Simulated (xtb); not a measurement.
**SiNH$_{4}$ClO: frequency calculation (part 2 of 2)**

SiNH$_{4}$ClO, SMILES N[SiH](O)Cl; GFN2-xTB (xtb 6.7.1 later snapshot). The geometry was optimised with GFN2-xTB.

The program's output, continued:
```
 ---------------------------------------------------------------------------

Topologies differ in total number of bonds
Writing topology from bond orders to xtbtopo.mol

molecular dipole:
                 x           y           z       tot (Debye)
 q only:       -0.309       0.821       0.467
   full:       -0.419       0.943       0.493       2.908
molecular quadrupole (traceless):
                xx          xy          yy          xz          yz          zz
 q only:        0.740       0.519      -0.170      -1.814      -4.938      -0.570
  q+dip:        1.011       0.344       0.329      -2.377      -6.296      -1.341
   full:       -0.375       0.172       0.918      -2.441      -6.178      -0.543

           -------------------------------------------------
          |               Frequency Printout                |
           -------------------------------------------------
 projected vibrational frequencies (cm⁻¹)
eigval :       -0.00    -0.00     0.00     0.00     0.00     0.00
eigval :      178.70   198.59   242.59   273.36   306.19   479.43
eigval :      539.14   648.24   676.94   796.57   819.92   873.06
eigval :      950.13  1514.65  2343.75  3486.84  3522.86  3654.56
 reduced masses (amu)
    1:     17.64    2:     10.15    3:     15.26    4:      6.43    5:      6.84    6:      4.68
    7:      3.44    8:      2.31    9:      1.36   10:      2.58   11:      1.78   12:      9.65
   13:      1.28   14:      1.05   15:      1.07   16:      1.43   17:      1.20   18:      3.85
   19:      7.57   20:      1.12   21:      1.04   22:      1.05   23:      1.09   24:      1.07
 IR intensities (km·mol⁻¹)
    1:      0.07    2:      0.22    3:      0.29    4:      0.75    5:      0.28    6:      1.22
    7:      1.88    8:      6.54    9:     32.38   10:     87.08   11:     97.94   12:    100.91
   13:    289.51   14:    117.24   15:     45.18   16:    113.42   17:    230.00   18:    160.21
   19:    244.93   20:     68.49   21:    139.42   22:     56.22   23:     53.24   24:    135.34
 Raman intensities (Ä⁴*amu⁻¹)
    1:      0.03    2:      0.05    3:      0.03    4:      0.02    5:      0.13    6:      0.07
    7:      1.45    8:      1.62    9:      0.62   10:      1.72   11:      1.29   12:      7.53
   13:      2.92   14:      9.87   15:      6.54   16:      3.63   17:      2.26   18:      7.91
   19:      2.07   20:      3.12   21:    146.54   22:    120.45   23:     44.38   24:     80.98
 output can be read by thermo (or use thermo option).
 writing <g98.out> molden fake output.
 recommended (thermochemical) frequency scaling factor: 1.0
           -------------------------------------------------
Molecule has no symmetry elements
It seems to be the C1 point group
          |             Thermodynamic Functions             |
           -------------------------------------------------

c1  symmetry found (for desy threshold:  0.10E+00) used in thermo

          ...................................................
          :                      SETUP                      :
          :.................................................:
          :  # frequencies                          18      :
          :  # imaginary freq.                       0      :
          :  linear?                             false      :
          :  only rotor calc.                    false      :
          :  symmetry                               c1      :
          :  rotational number                       1      :
          :  scaling factor                  1.0000000      :
          :  rotor cutoff                   50.0000000 cm⁻¹ :
          :  imag. cutoff                  -20.0000000 cm⁻¹ :
          :.................................................:

    mode    ω/cm⁻¹     T·S(HO)/kcal·mol⁻¹    T·S(FR)/kcal·mol⁻¹   T·S(vib)
   ------------------------------------------------------------------------
       1    178.70    -0.69824 ( 99.39%)    -0.67903 (  0.61%)    -0.69812
       2    198.59    -0.63986 ( 99.60%)    -0.64779 (  0.40%)    -0.63989
       3    242.59    -0.53184 ( 99.82%)    -0.58854 (  0.18%)    -0.53195
       4    273.36    -0.46955 ( 99.89%)    -0.55318 (  0.11%)    -0.46965
   ------------------------------------------------------------------------

   temp. (K)  partition function   enthalpy   heat capacity  entropy
                                   cal/mol     cal/K/mol   cal/K/mol   J/K/mol
 298.15  VIB   10.0                 2181.989     15.445     11.900
         ROT  0.114E+06              888.727      2.981     26.116
         INT  0.114E+07             3070.717     18.426     38.016
         TR   0.295E+26             1481.212      4.968     39.645
         TOT                        4551.9292    23.3940    77.6607   324.9325

       T/K    H(0)-H(T)+PV         H(T)/Eh          T*S/Eh         G(T)/Eh
   ------------------------------------------------------------------------
    298.15    0.725396E-02    0.562471E-01    0.368991E-01    0.193480E-01
   ------------------------------------------------------------------------

         :::::::::::::::::::::::::::::::::::::::::::::::::::::
         ::                  THERMODYNAMIC                  ::
         :::::::::::::::::::::::::::::::::::::::::::::::::::::
         :: total free energy         -15.399613346378 Eh   ::
         ::.................................................::
         :: total energy              -15.418961375684 Eh   ::
         :: zero point energy           0.048993184715 Eh   ::
         :: G(RRHO) w/o ZPVE           -0.029645155409 Eh   ::
         :: G(RRHO) contrib.            0.019348029306 Eh   ::
         :::::::::::::::::::::::::::::::::::::::::::::::::::::

           -------------------------------------------------
          | TOTAL ENERGY              -15.418961375684 Eh   |
          | TOTAL ENTHALPY            -15.362714230018 Eh   |
          | TOTAL FREE ENERGY         -15.399613346378 Eh   |
          | GRADIENT NORM               0.000112942018 Eh/α |
          | HOMO-LUMO GAP               6.958175677310 eV   |
           -------------------------------------------------

------------------------------------------------------------------------
------------------------------------------------------------------------
 total:
 *  cpu-time:     0 d,  0 h,  0 min,  0.931 sec
 * ratio c/w:     1.000 speedup
 SCF:
 *  cpu-time:     0 d,  0 h,  0 min,  0.004 sec
 * ratio c/w:     1.000 speedup
 analytical hessian:
 *  cpu-time:     0 d,  0 h,  0 min,  0.920 sec
 * ratio c/w:     1.000 speedup
```

File vibspectrum:
```
$vibrational spectrum
#  mode     symmetry     wave number   IR intensity   Raman activity   Raman scatt. cross-section   selection rules
#                           (cm⁻¹)      (km*mol⁻¹)      (Å⁴*amu⁻¹)             (Å²*sr⁻¹)              IR     RAMAN
     1                      -0.00         0.00000         0.00000             0.00000E+00              -       -
     2                      -0.00         0.00000         0.00000             0.00000E+00              -       -
     3                       0.00         0.00000         0.00000             0.00000E+00              -       -
     4                       0.00         0.00000         0.00000             0.00000E+00              -       -
     5                       0.00         0.00000         0.00000             0.00000E+00              -       -
     6                       0.00         0.00000         0.00000             0.00000E+00              -       -
     7        a            178.70         1.88230         1.44537             0.11237E-13             YES     YES
     8        a            198.59         6.54175         1.61747             0.10562E-13             YES     YES
     9        a            242.59        32.38072         0.62010             0.29354E-14             YES     YES
    10        a            273.36        87.08500         1.72254             0.67700E-14             YES     YES
    11        a            306.19        97.93954         1.29404             0.42805E-14             YES     YES
    12        a            479.43       100.90624         7.53333             0.13144E-13             YES     YES
    13        a            539.14       289.51137         2.91596             0.43481E-14             YES     YES
    14        a            648.24       117.24051         9.87283             0.11584E-13             YES     YES
    15        a            676.94        45.17866         6.53953             0.72600E-14             YES     YES
    16        a            796.57       113.41694         3.63092             0.32819E-14             YES     YES
    17        a            819.92       230.00295         2.26419             0.19738E-14             YES     YES
    18        a            873.06       160.20911         7.90899             0.63731E-14             YES     YES
    19        a            950.13       244.92916         2.07445             0.15036E-14             YES     YES
    20        a           1514.65        68.48748         3.12332             0.12425E-14             YES     YES
    21        a           2343.75       139.42154       146.53818             0.31149E-13             YES     YES
    22        a           3486.84        56.22360       120.45256             0.13048E-13             YES     YES
    23        a           3522.86        53.23964        44.37642             0.47149E-14             YES     YES
    24        a           3654.56       135.34124        80.98007             0.80227E-14             YES     YES
$end
```

Standard error:
```
normal termination of xtb
```

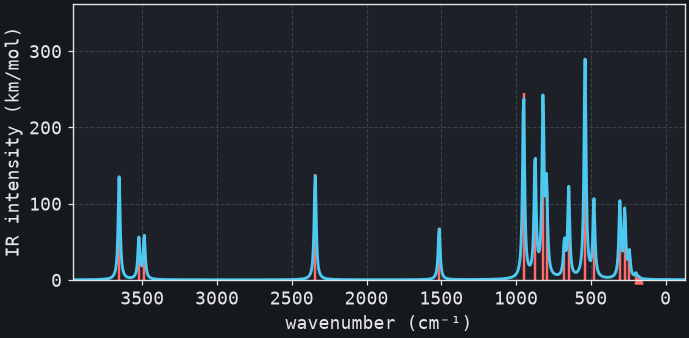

**Figure 1.** Harmonic infrared spectrum, unscaled: sticks (degenerate modes added up, dark ones marked on the axis) with a Lorentzian envelope of 16 cm⁻¹ full width, scaled to the tallest stick. 18 modes from 179 to 3655 cm⁻¹, none imaginary. The strongest line is at 539 cm⁻¹ (290 km/mol).

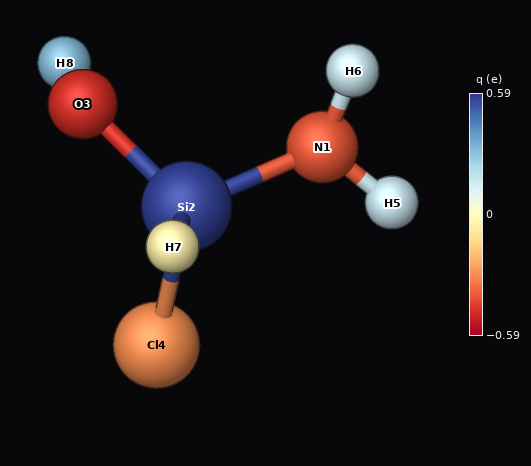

**Figure 2.** Mulliken charges, as the colour of each atom (ball-and-stick view, seen on its broad side; atoms are numbered from 1 in the order of the input). By element: N −0.39, Si +0.56, O −0.47, Cl −0.29 and H −0.05 to +0.31 e.

The run was set up as follows.

Input file (mol.xyz):
```
8
start
N     -0.80196300     0.86641200    -0.31993800
Si     0.51293000    -0.22914700    -0.14710900
O      0.54922200    -0.80062800     1.36609000
Cl     0.13643600    -1.67731700    -1.50451800
H     -1.10004500     1.14770100    -1.23912300
H     -0.88460500     1.63488600     0.32502300
H      1.87319400     0.25445300    -0.29571700
H     -0.19306900    -1.25346000     1.75939200
```

File detailed.inp:
```
$chrg 0
$spin 0
$end
```

Run as:
```bash
xtb mol.xyz --hess --raman --input detailed.inp --ptb --parallel 1 | tee mol.out
```

Summary:

```json
{"quantity": "outcome", "value": "converged"}
{"quantity": "electrons treated", "value": "26"}
{"quantity": "total energy", "value": "−15.418961 hartree"}
{"quantity": "dispersion energy", "value": "−0.004557 hartree"}
{"quantity": "basis functions", "value": "32"}
{"quantity": "HOMO", "value": "−10.99 eV"}
{"quantity": "LUMO", "value": "−4.03 eV"}
{"quantity": "zero-point energy", "value": "0.048993 hartree"}
{"quantity": "dipole moment", "value": "2.91 D"}
{"quantity": "wavenumbers, lowest and highest", "value": "179 and 3655 cm⁻¹"}
{"quantity": "hardware", "value": "1 thread of Arm Neoverse V2, 24 GiB of memory available, shared host"}
{"quantity": "wall time", "value": "0.94 s"}
{"quantity": "peak memory", "value": "0.073 GiB"}
```
